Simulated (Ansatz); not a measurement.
**GaH (triplet): wB97M-V, B2PLYP over a scan of the distance Ga1–H2, cc-pVQZ**

Aim: run GaH (triplet) with these functionals over a scan of the distance Ga1–H2, and hold them against the top wave-function level at the same points.

The runs use Ansatz 0.2.0, Gaussian basis; cc-pVQZ, all electrons in the functionals, frozen cores in the correlation of double hybrids and RPA.

To be run: wB97M-V, B2PLYP, at 1.298 Å; 1.475 Å; 1.607 Å; 1.744 Å; 1.914 Å; 2.249 Å; 2.620 Å; 3.002 Å; 3.474 Å; 4.370 Å; 5.369 Å.

22 further runs of the same task are left out: 3 for a known fault of the program, 15 that didn't finish, 4 set aside as unsound or not needed.

## Step 1: What is computed

The geometry derives from a PBE0/def2-TZVP stationary point (not a proven minimum). One bond is set to the value named and the two fragments are kept rigid. No spin-orbit coupling is included. The filled d shell of Ga may be among the frozen orbitals whatever the setting's name suggests; the logs give the count.

2 atoms, charge 0, spin multiplicity 3.

Atoms are counted from 1 here; the program's logs count them from 0.

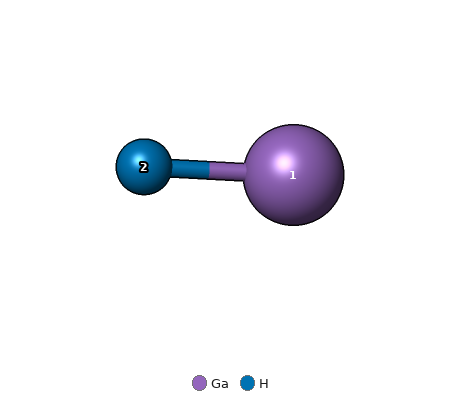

The structure; gallium purple, hydrogen blue; atoms are numbered from 1 in the order of the file.

No dispersion term is added; wB97M-V holds VV10 nonlocal correlation.

The geometry shown and the zero of energy belong to the point 1.607 Å. The yardstick, FCI, and other wave-function levels (R restricted, U unrestricted, valence and pair active spaces) come from earlier runs.

## Step 2: wB97M-V, 1.298 Å

Input file in.yaml:

```yaml
crystal:
  periodic: [false, false, false]
  atoms:
    - {symbol: Ga, position_ang: [0.000000, 0.000000, 0.000000]}
    - {symbol: H, position_ang: [0.000000, 0.000000, 1.298000]}
basis:
  gaussian: {orbitals: cc-pVQZ}
magnetization: {spin_polarized: true, initial_magnetization: 2}
hamiltonian: {xc: {name: wB97M-V}}
output: {forces: true, orbitals: {seedname: orbitals}}
```

Run with:

```bash
$ ansatz run in.yaml --threads 1 --pin off --events-out ev --progress --plain --max-ram 2393MiB
```

Further steps of the session: wB97M-V, 1.475 Å; wB97M-V, 1.607 Å; wB97M-V, 1.744 Å; wB97M-V, 1.914 Å; wB97M-V, 2.249 Å; wB97M-V, 2.620 Å; wB97M-V, 3.002 Å; wB97M-V, 3.474 Å; wB97M-V, 4.370 Å; wB97M-V, 5.369 Å; B2PLYP, 1.298 Å; B2PLYP, 1.475 Å; B2PLYP, 1.607 Å; B2PLYP, 1.744 Å; B2PLYP, 1.914 Å; B2PLYP, 2.249 Å; B2PLYP, 2.620 Å; B2PLYP, 3.002 Å; B2PLYP, 3.474 Å; B2PLYP, 4.370 Å; B2PLYP, 5.369 Å.

**Question.** What will the summary of the whole plan be? Wanted: span of the FCI curve; largest miss, wB97M-V; largest miss, B2PLYP.

The runs gave:

```
             quantity                   value
span of the FCI curve             89.9 kJ/mol
largest miss, wB97M-V  -14.1 kJ/mol (1.298 Å)
 largest miss, B2PLYP  -10.5 kJ/mol (5.369 Å)
```

**Reading.** Of the functionals, B2PLYP keep the smallest largest miss at the points compared (at most 10.5 kJ/mol) and wB97M-V strays most (14.1 kJ/mol, at 1.298 Å). Functionals and the yardstick converge differently with the basis, so part of each miss in cc-pVQZ is the basis.
